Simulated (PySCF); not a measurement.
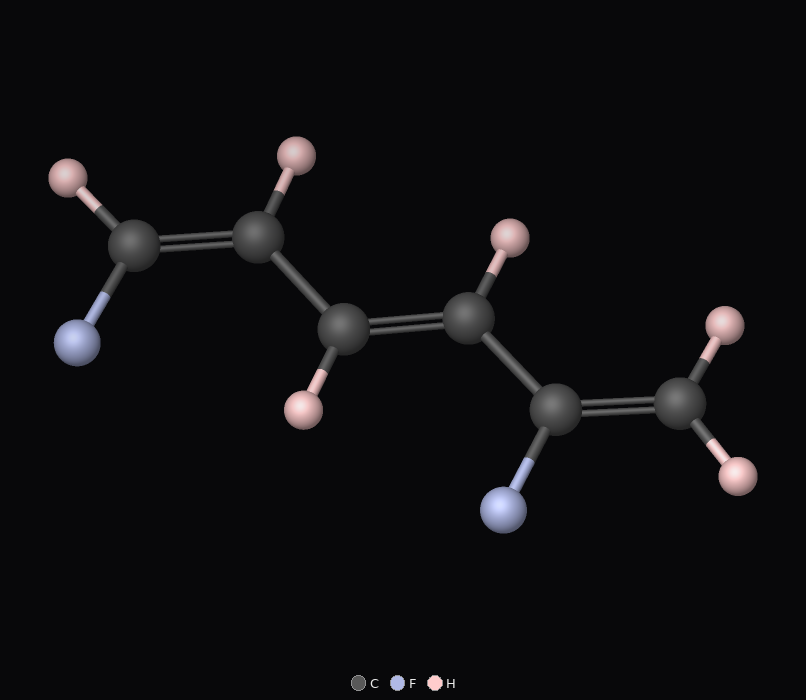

A ball-and-stick model of a molecule.

Computed geometry: GFN2-xTB optimisation. No frequency run is at hand to confirm it as a minimum.

Count the atoms of each element.

C₆H₆F₂, 14 atoms: 6 carbon, 6 hydrogen and 2 fluorine.

Describe its rings.

It has no ring.

More results for the same structure follow; atom numbers are the same in all pictures, views and colours differ.

## Geometry

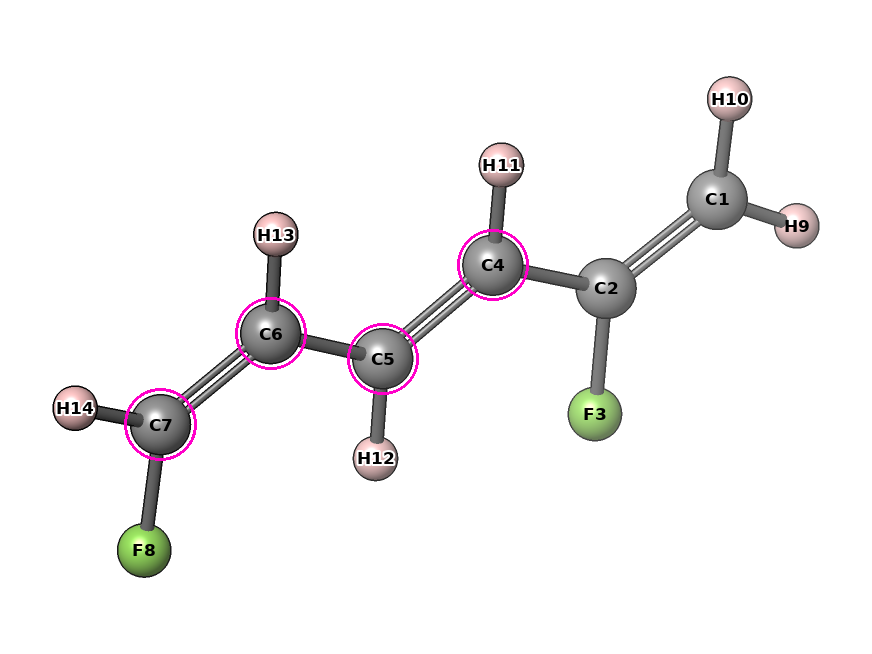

Depth is shown by fading: the farther an atom, the more it takes the colour of the background. Circles mark the stereogenic atoms. No frequency run is at hand to confirm it as a minimum.

What are the Cahn–Ingold–Prelog descriptors?

C4=C5: E; C6=C7: Z.

## Dipole moment

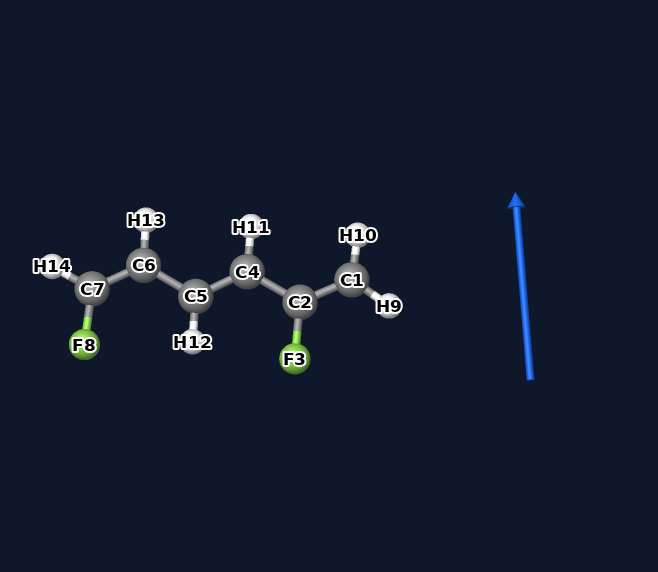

The arrow beside the molecule shows the direction of the dipole moment, from the negative to the positive end (its length means nothing). No frequency run is at hand to confirm it as a minimum. Properties computed with CAM-B3LYP/def2-SVPD, gas phase (PySCF 2.14.0).

Estimate the dipole moment.

2.84 D; it points from the side of F3 to the side of H13 (the outermost atoms at the two ends).

## Excitation

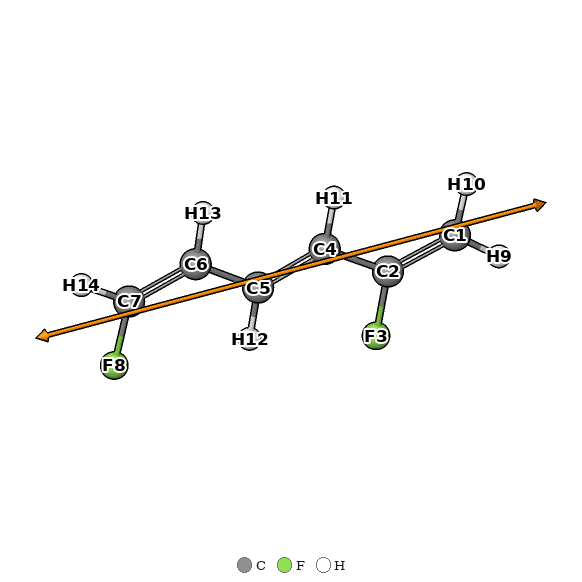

The double arrow shows the direction of the transition dipole to excited singlet state 1 (its length means nothing). No frequency run is at hand to confirm it as a minimum. Method: TDDFT CAM-B3LYP/def2-SVPD, vertical, gas phase, core orbitals frozen in the response (PySCF 2.14.0).

How is the transition polarised?

In the molecular plane, close to the long direction C1···F8.

Give its energy, strength and character.

4.90 eV (253 nm), oscillator strength 1.08, mainly HOMO → LUMO (weight 0.98); transition dipole 7.62 D.

## Polarisability

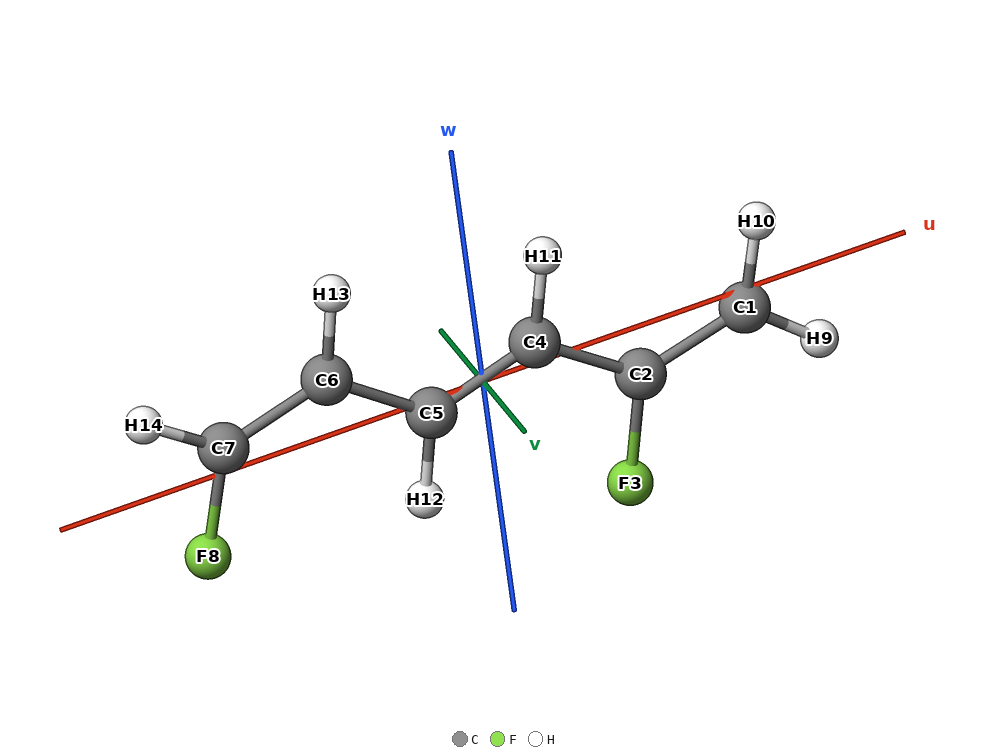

The lines u, v and w are the principal axes of the static dipole polarisability. No frequency run is at hand to confirm it as a minimum. Level of theory: CAM-B3LYP/def2-SVPD (PySCF 2.14.0).

Along which axis is the molecule most polarisable, and along which least?

Most along u (in the molecular plane, close to the long direction C1···F8), least along v (normal to the molecular plane).

Give the three principal values.

u 160.7, v 47.3, w 64.3 bohr³; mean 90.8, anisotropy 106.0 bohr³.
